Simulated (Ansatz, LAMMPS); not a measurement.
# A frame of liquid (Cs,Na,K)(Cl,F) from 1300 K (64 atoms): geometry optimisation, part 2 of 4

How does a frame of liquid (Cs,Na,K)(Cl,F) from 1300 K (64 atoms) relax, and what do bonds, charges and levels look like afterwards?

Ansatz 0.2.0; Kohn-Sham DFT, RPBE, PAW (set soft_2), plane waves.

The cell: 8 Cs, 18 Na, 6 K, 9 Cl and 23 F. The starting topology of bonds comes from the classical model. The ion parameters were fitted for water, not for melts. Only the Γ point is sampled, in a cell whose shortest periodic width is 12 Å. Spin–orbit coupling is left out.

So far. Step 3 (Single point at the start): The r.m.s. force component of 0.37 eV/Å and the pressure of -0.11 GPa set the starting point.

## Step 4: Cell and atoms relaxed

Cell and atoms are freed together, to release stress as well as forces.

The input, input.yaml:

```yaml
crystal:
  lattice:
    - [12.3019, 0.0, 0.0]
    - [0.0, 12.3019, 0.0]
    - [0.0, 0.0, 12.3019]
  atoms:
    [... the 64 atom lines of step 3 ...]
kpoints:
  mp_grid: { grid: [1, 1, 1] }
hamiltonian:
  xc: rpbe
scf:
  occupations: { method: fixed }
output:
  forces: true
relax:
  f_tol: 0.05
  max_steps: 200
  cell: {}
```

Run with:

```console
ansatz run input.yaml --threads 4 --pin off --max-ram 8192MiB --backend cpu --events-out ev --progress --plain --runs-dir out
```

Numbers of over 12 decimals in the logs are rounded to 6 here.

Output:

```text
[...]
Crystal: 64 atoms, lattice volume = 1861.729 Å³
Basis set: ecut = 420 eV, 36377 PW (Γ), exchange–correlation on 180×180×180 points (8 copies of the dense FFT grid, shifted against one another)
Bands: 320, of which v1, the nominal top of the filled ones, is band 256 counted from 1 (255 counted from 0)
Symmetry: 1 space group operations
[...]
k-points: 1
[...]
SCF iter   1: F=—  HF=-109967.955524 eV  |F-HF|=—  |Δ(HF+E_count)|=         —  Δρ=3.52e-3  dr2=2.77e-1  ethr=1.77e-3  ⟨swp⟩=6.0  Hψ=1069  notcnv=0  defer=61
[...]
SCF iter  10: F=-109967.889940 eV  HF=-109967.889940 eV  |F-HF|=1.31e-10  |Δ(HF+E_count)|=   2.86e-8  Δρ=5.37e-7  dr2=6.98e-9  ethr=1.95e-11  ⟨swp⟩=3.0  Hψ=836  notcnv=0
SCF 1 converged in 10 iterations: F = -109967.889940 eV  dr2 = 6.98e-9
[...]
relax step   1: F+E_penalty+E_count = -109967.88994022 eV  Δ(F+E_penalty+E_count) = +0.000e0 eV  max|allowed force component| = 1.174e0 eV/Å  Δτ_max = 0.0000 Å  P = -0.115 GPa  Ω = 1861.729 Å³  (10 SCF iters, dr2 threshold 1.00e-7 eV, accepted)
[... from here on, the SCF cycles and remarks between the steps are left out ...]
relax step   2: F+E_penalty+E_count = -109970.99616802 eV  Δ(F+E_penalty+E_count) = -3.106e0 eV  max|allowed force component| = 5.881e-1 eV/Å  Δτ_max = 0.1944 Å  P = -0.383 GPa  Ω = 1855.805 Å³  energy of the carried Pulay correction = +4.842e-3 eV  (8 SCF iters, dr2 threshold 6.40e-6 eV, accepted)
relax step   3: F+E_penalty+E_count = -109972.72389092 eV  Δ(F+E_penalty+E_count) = -1.728e0 eV  max|allowed force component| = 3.831e-1 eV/Å  Δτ_max = 0.1950 Å  P = -0.116 GPa  Ω = 1817.606 Å³  energy of the carried Pulay correction = +3.643e-2 eV  (8 SCF iters, dr2 threshold 6.40e-6 eV, accepted)
relax step   4: F+E_penalty+E_count = -109973.68220220 eV  Δ(F+E_penalty+E_count) = -9.583e-1 eV  max|allowed force component| = 3.515e-1 eV/Å  Δτ_max = 0.1950 Å  P = +0.070 GPa  Ω = 1791.407 Å³  energy of the carried Pulay correction = +5.848e-2 eV  (7 SCF iters, dr2 threshold 6.40e-6 eV, accepted)
relax step   5: F+E_penalty+E_count = -109974.33309671 eV  Δ(F+E_penalty+E_count) = -6.509e-1 eV  max|allowed force component| = 2.896e-1 eV/Å  Δτ_max = 0.2000 Å  P = +0.063 GPa  Ω = 1779.087 Å³  energy of the carried Pulay correction = +6.896e-2 eV  (7 SCF iters, dr2 threshold 6.40e-6 eV, accepted)
relax step   6: F+E_penalty+E_count = -109974.92524509 eV  Δ(F+E_penalty+E_count) = -5.921e-1 eV  max|allowed force component| = 1.786e-1 eV/Å  Δτ_max = 0.1964 Å  P = +0.052 GPa  Ω = 1770.667 Å³  energy of the carried Pulay correction = +7.616e-2 eV  (7 SCF iters, dr2 threshold 5.24e-6 eV, accepted)
relax step   7: F+E_penalty+E_count = -109975.29352266 eV  Δ(F+E_penalty+E_count) = -3.683e-1 eV  max|allowed force component| = 1.665e-1 eV/Å  Δτ_max = 0.2000 Å  P = +0.053 GPa  Ω = 1765.747 Å³  energy of the carried Pulay correction = +8.039e-2 eV  (8 SCF iters, dr2 threshold 1.99e-6 eV, accepted)
relax step   8: F+E_penalty+E_count = -109975.62223547 eV  Δ(F+E_penalty+E_count) = -3.287e-1 eV  max|allowed force component| = 1.538e-1 eV/Å  Δτ_max = 0.1954 Å  P = +0.026 GPa  Ω = 1765.506 Å³  energy of the carried Pulay correction = +8.059e-2 eV  (8 SCF iters, dr2 threshold 1.73e-6 eV, accepted)
relax step   9: F+E_penalty+E_count = -109975.86557928 eV  Δ(F+E_penalty+E_count) = -2.433e-1 eV  max|allowed force component| = 1.143e-1 eV/Å  Δτ_max = 0.2000 Å  P = +0.045 GPa  Ω = 1763.992 Å³  energy of the carried Pulay correction = +8.190e-2 eV  (8 SCF iters, dr2 threshold 1.48e-6 eV, accepted)
relax step  10: F+E_penalty+E_count = -109976.04412043 eV  Δ(F+E_penalty+E_count) = -1.785e-1 eV  max|allowed force component| = 1.200e-1 eV/Å  Δτ_max = 0.1912 Å  P = +0.035 GPa  Ω = 1764.929 Å³  energy of the carried Pulay correction = +8.109e-2 eV  (8 SCF iters, dr2 threshold 8.16e-7 eV, accepted)
relax step  11: F+E_penalty+E_count = -109976.16903003 eV  Δ(F+E_penalty+E_count) = -1.249e-1 eV  max|allowed force component| = 1.516e-1 eV/Å  Δτ_max = 0.1921 Å  P = -0.004 GPa  Ω = 1769.998 Å³  energy of the carried Pulay correction = +7.674e-2 eV  (8 SCF iters, dr2 threshold 9.01e-7 eV, accepted)
relax step  12: F+E_penalty+E_count = -109976.30867711 eV  Δ(F+E_penalty+E_count) = -1.396e-1 eV  max|allowed force component| = 1.677e-1 eV/Å  Δτ_max = 0.1957 Å  P = +0.018 GPa  Ω = 1772.682 Å³  energy of the carried Pulay correction = +7.444e-2 eV  (8 SCF iters, dr2 threshold 1.44e-6 eV, accepted)
relax step  13: F+E_penalty+E_count = -109976.42239708 eV  Δ(F+E_penalty+E_count) = -1.137e-1 eV  max|allowed force component| = 1.138e-1 eV/Å  Δτ_max = 0.1950 Å  P = +0.055 GPa  Ω = 1778.189 Å³  energy of the carried Pulay correction = +6.973e-2 eV  (8 SCF iters, dr2 threshold 1.76e-6 eV, accepted)
relax step  14: F+E_penalty+E_count = -109976.54107350 eV  Δ(F+E_penalty+E_count) = -1.187e-1 eV  max|allowed force component| = 1.057e-1 eV/Å  Δτ_max = 0.2000 Å  P = +0.054 GPa  Ω = 1795.356 Å³  energy of the carried Pulay correction = +5.514e-2 eV  (8 SCF iters, dr2 threshold 8.09e-7 eV, accepted)
[...]
relax step  26: F+E_penalty+E_count = -109977.12748255 eV  Δ(F+E_penalty+E_count) = -7.372e-2 eV  max|allowed force component| = 9.237e-2 eV/Å  Δτ_max = 0.1934 Å  P = -0.011 GPa  Ω = 1851.703 Å³  energy of the carried Pulay correction = +8.203e-3 eV  (8 SCF iters, dr2 threshold 1.26e-6 eV, accepted)
relax step  27: F+E_penalty+E_count = -109977.19860047 eV  Δ(F+E_penalty+E_count) = -7.112e-2 eV  max|allowed force component| = 1.314e-1 eV/Å  Δτ_max = 0.1946 Å  P = -0.009 GPa  Ω = 1846.125 Å³  energy of the carried Pulay correction = +1.279e-2 eV  (8 SCF iters, dr2 threshold 5.33e-7 eV, accepted)
[...]
relax step  31: F+E_penalty+E_count = -109977.39674510 eV  Δ(F+E_penalty+E_count) = -3.234e-2 eV  max|allowed force component| = 1.371e-1 eV/Å  Δτ_max = 0.2000 Å  P = +0.002 GPa  Ω = 1833.795 Å³  energy of the carried Pulay correction = +2.296e-2 eV  (8 SCF iters, dr2 threshold 2.10e-6 eV, accepted)
relax step  32: F+E_penalty+E_count = -109977.41966218 eV  Δ(F+E_penalty+E_count) = -2.292e-2 eV  max|allowed force component| = 8.654e-2 eV/Å  Δτ_max = 0.0702 Å  P = +0.003 GPa  Ω = 1832.638 Å³  energy of the carried Pulay correction = +2.392e-2 eV  (7 SCF iters, dr2 threshold 1.17e-6 eV, accepted)
relax step  33: F+E_penalty+E_count = -109977.43712897 eV  Δ(F+E_penalty+E_count) = -1.747e-2 eV  max|allowed force component| = 4.213e-2 eV/Å  Δτ_max = 0.1005 Å  P = +0.010 GPa  Ω = 1830.933 Å³  energy of the carried Pulay correction = +2.534e-2 eV  (8 SCF iters, dr2 threshold 4.68e-7 eV, accepted)
relax step  34: F+E_penalty+E_count = -109977.45036335 eV  Δ(F+E_penalty+E_count) = -1.323e-2 eV  max|allowed force component| = 3.747e-2 eV/Å  Δτ_max = 0.1421 Å  P = +0.005 GPa  Ω = 1831.593 Å³  energy of the carried Pulay correction = +2.479e-2 eV  (11 SCF iters, accepted)
relax step  35: F+E_penalty+E_count = -109977.50445672 eV  Δ(F+E_penalty+E_count) = -5.409e-2 eV  max|allowed force component| = 3.737e-2 eV/Å  Δτ_max = 0.0000 Å  P = +0.046 GPa  Ω = 1831.593 Å³  stress off target by 1.68e-1 GPa  SCF on the basis re-selected at this cell (its energy is not comparable with the rows above)  (8 SCF iters)
relax step  36: F+E_penalty+E_count = -109977.51773679 eV  Δ(F+E_penalty+E_count) = -1.328e-2 eV  max|allowed force component| = 4.970e-2 eV/Å  Δτ_max = 0.0779 Å  P = -0.002 GPa  Ω = 1837.211 Å³  energy of the carried Pulay correction = -4.577e-3 eV  (8 SCF iters, dr2 threshold 7.02e-8 eV, accepted)
relax step  37: F+E_penalty+E_count = -109977.52925460 eV  Δ(F+E_penalty+E_count) = -1.152e-2 eV  max|allowed force component| = 5.304e-2 eV/Å  Δτ_max = 0.1118 Å  P = -0.029 GPa  Ω = 1840.074 Å³  energy of the carried Pulay correction = -6.952e-3 eV  (9 SCF iters, dr2 threshold 1.27e-8 eV, accepted)
relax step  38: F+E_penalty+E_count = -109977.53889693 eV  Δ(F+E_penalty+E_count) = -9.642e-3 eV  max|allowed force component| = 4.550e-2 eV/Å  Δτ_max = 0.0954 Å  P = -0.026 GPa  Ω = 1840.778 Å³  energy of the carried Pulay correction = -7.564e-3 eV  (8 SCF iters, dr2 threshold 1.76e-7 eV, accepted)
relax step  39: F+E_penalty+E_count = -109977.54667442 eV  Δ(F+E_penalty+E_count) = -7.777e-3 eV  max|allowed force component| = 3.401e-2 eV/Å  Δτ_max = 0.1129 Å  P = -0.023 GPa  Ω = 1841.167 Å³  energy of the carried Pulay correction = -7.873e-3 eV  (9 SCF iters, dr2 threshold 1.35e-8 eV, accepted)
relax step  40: F+E_penalty+E_count = -109977.55287316 eV  Δ(F+E_penalty+E_count) = -6.199e-3 eV  max|allowed force component| = 3.361e-2 eV/Å  Δτ_max = 0.0676 Å  P = +0.006 GPa  Ω = 1840.115 Å³  energy of the carried Pulay correction = -6.980e-3 eV  (8 SCF iters, dr2 threshold 1.39e-8 eV, accepted)
relax step  41: F+E_penalty+E_count = -109977.56303059 eV  Δ(F+E_penalty+E_count) = -1.016e-2 eV  max|allowed force component| = 3.359e-2 eV/Å  Δτ_max = 0.0000 Å  P = +0.018 GPa  Ω = 1840.115 Å³  stress off target by 4.65e-2 GPa  SCF on the basis re-selected at this cell (its energy is not comparable with the rows above)  (8 SCF iters)
[...]
SCF converged after 8 iterations
Free energy (F): -109977.563031 eV
[...]
Internal energy: -109977.563031 eV  (E = F + TS)
E sigma→0 (E₀):  -109977.563031 eV
Fermi energy:    -0.124436 eV
[...]
--- Forces (eV/Å), atoms counted from 1 ---
  atom   1  Cs     0.00634795     0.00915078     0.00224253
  atom   2  Cs     0.01156801    -0.02187227     0.00739312
  atom   3  Cs    -0.00232739     0.01107825     0.00168966
  atom   4  Cs     0.00103718    -0.00704638     0.00149080
  atom   5  Cs    -0.00650377    -0.00496018     0.01393840
  atom   6  Cs     0.01060270    -0.00480446    -0.00747199
  atom   7  Cs    -0.02573183     0.03359324     0.00751197
  atom   8  Cs     0.01511663     0.00342979    -0.01036358
  atom   9  Na    -0.00840421     0.00099722    -0.00552708
  atom  10  Na    -0.00245762    -0.00060008     0.00816715
  atom  11  Na     0.00498782    -0.00897423    -0.01100027
  atom  12  Na     0.00025364     0.00839477    -0.00381580
  atom  13  Na     0.01179827    -0.00717071    -0.00941361
  atom  14  Na    -0.02247288     0.00248334    -0.00858521
[...]
atom  63  F      0.00403626    -0.01441707     0.00472739
  atom  64  F      0.01080916    -0.01207003    -0.00238557
  max |Σ_I F_I| component: 4.86e-5 eV/Å
--- Stress (GPa, compression-positive) ---
        0.027975       0.005757      -0.013817
        0.005757      -0.007043      -0.005031
       -0.013817      -0.005031       0.034545
  P = ⅓ Tr σ = 0.0185 GPa (0.185 kbar)
--- Relaxed structure (39 steps of the walk, 39 accepted, 2 SCFs on fresh bases) ---
  F+E_penalty+E_count = -109977.56303059 eV   max|allowed force component| = 3.359e-2 eV/Å   (the final SCF, on the basis selected at the relaxed cell)
  cell:  # Å, volume = 1840.1149 Å³
    - [11.740704, 0.011832, -0.482472]
    - [0.011832, 12.531112, -0.502880]
    - [-0.482472, -0.502880, 12.547212]
  atoms:
    - { symbol: Cs, position: [0.715588, 0.383304, 0.767351] }
    - { symbol: Cs, position: [0.049496, 0.655014, 0.590324] }
    - { symbol: Cs, position: [1.096529, 0.308627, 0.613063] }
    - { symbol: Cs, position: [0.375966, 0.821957, 0.868256] }
[...]
- { symbol: F, position: [0.382592, 0.383469, 0.220464] }
```

Run time: 10 min. Hardware: 4 threads of Arm Neoverse V1, shared host; peak memory 2.1 GiB.

The steps of the relaxation (22 of 41):

| step | energy less that of the first step (eV) | largest force component (eV/Å) | pressure (GPa) | volume (Å³) |
| --- | --- | --- | --- | --- |
| 1 | 0.0000 | 1.1737 | -0.11 | 1861.73 |
| 3 | -4.8340 | 0.3831 | -0.12 | 1817.61 |
| 5 | -6.4432 | 0.2896 | 0.06 | 1779.09 |
| 7 | -7.4036 | 0.1665 | 0.05 | 1765.75 |
| 9 | -7.9756 | 0.1143 | 0.04 | 1763.99 |
| 11 | -8.2791 | 0.1516 | 0.00 | 1770.00 |
| 12 | -8.4187 | 0.1677 | 0.02 | 1772.68 |
| 14 | -8.6511 | 0.1057 | 0.05 | 1795.36 |
| 16 | -8.8680 | 0.0836 | 0.03 | 1829.53 |
| 18 | -8.9698 | 0.0695 | 0.00 | 1857.31 |
| 20 | -9.0101 | 0.0725 | -0.04 | 1872.89 |
| 22 | -9.0557 | 0.0432 | 0.02 | 1868.23 |
| 24 | -9.1122 | 0.1215 | 0.00 | 1863.03 |
| 26 | -9.2375 | 0.0924 | -0.01 | 1851.70 |
| 28 | -9.3955 | 0.0818 | -0.01 | 1837.58 |
| 30 | -9.4745 | 0.1833 | 0.03 | 1828.10 |
| 31 | -9.5068 | 0.1371 | 0.00 | 1833.80 |
| 33 | -9.5472 | 0.0421 | 0.01 | 1830.93 |
| 35* | -9.6145 | 0.0374 | 0.05 | 1831.59 |
| 37 | -9.6393 | 0.0530 | -0.03 | 1840.07 |
| 39 | -9.6567 | 0.0340 | -0.02 | 1841.17 |
| 41* | -9.6731 | 0.0336 | 0.02 | 1840.11 |

Relaxation steps marked * repeat the geometry before them on a plane-wave basis chosen anew for their cell, so energy and pressure can jump there. Other such steps can lie between the rows shown.

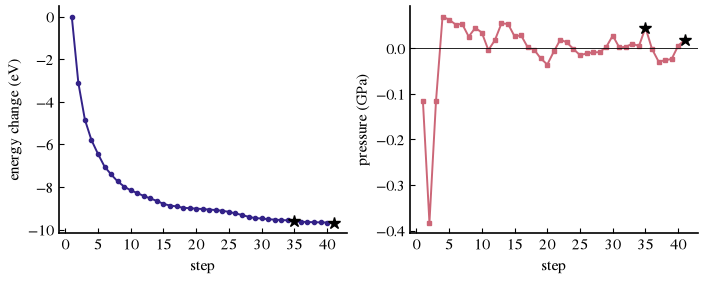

Energy and pressure along the relaxation. Stars mark steps on a basis chosen anew.

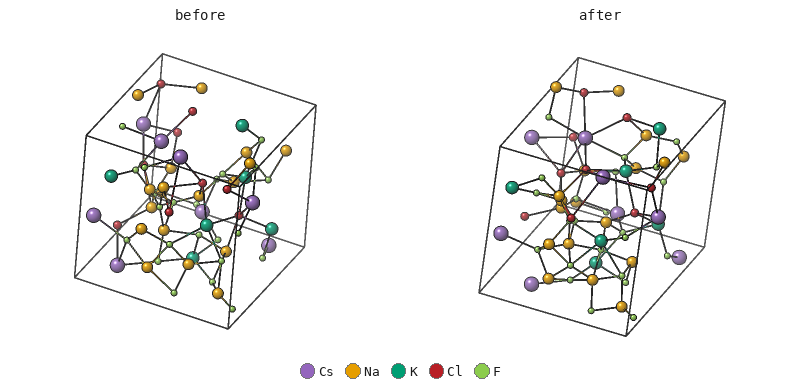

The structure before and after the relaxation, drawn at the same scale.

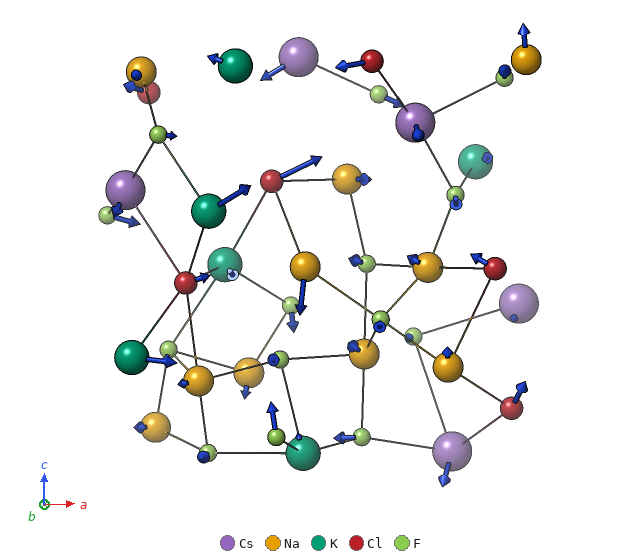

Displacements in the relaxation, scaled, measured against the changing cell; the longest in the cell stands for 2.18 Å. Drawn is a slice 7 Å thick, seen along the normal of the ac plane. Bonds to atoms that aren't drawn are left out.

| cell as run | before | after | change |
| --- | --- | --- | --- |
| a (Å) | 12.302 | 11.751 | -4.5 % |
| b (Å) | 12.302 | 12.541 | +1.9 % |
| c (Å) | 12.302 | 12.567 | +2.2 % |
| α (°) | 90.00 | 94.59 | +5.1 % |
| β (°) | 90.00 | 94.55 | +5.1 % |
| γ (°) | 90.00 | 89.79 | -0.2 % |
| volume (Å³/atom) | 29.09 | 28.75 | -1.2 % |

The atoms that moved most (Å, as changes of fractional coordinates times the final cell):

| atom | dx | dy | dz | length |
| --- | --- | --- | --- | --- |
| Cl41 | 1.970 | 0.075 | 0.942 | 2.185 |
| K32 | 1.578 | 1.151 | 0.809 | 2.113 |
| Cs1 | -0.024 | -2.078 | -0.354 | 2.108 |
| F59 | -0.114 | -1.831 | 0.513 | 1.904 |
| Cs3 | 1.388 | 0.924 | -0.538 | 1.752 |
| Na22 | -0.183 | 0.064 | -1.714 | 1.724 |
| Cl37 | -1.411 | -0.779 | -0.165 | 1.620 |
| Na15 | 0.720 | 0.075 | 1.369 | 1.548 |

The relaxation changed the energy by -151 meV/atom, and atoms moved by 1.1 Å r.m.s., 2.2 Å at most.

[end of part 2 of 4]

[Logs are printed without paths, hosts, clocks, repeated set-up lines and the standing remarks that a program may print on its own settings, such as how far it seeks lower states.]

[Hosts, paths, dates, database ids (printed as entryN), source tags and the programs' standing remarks are cut or masked in the printed files.]
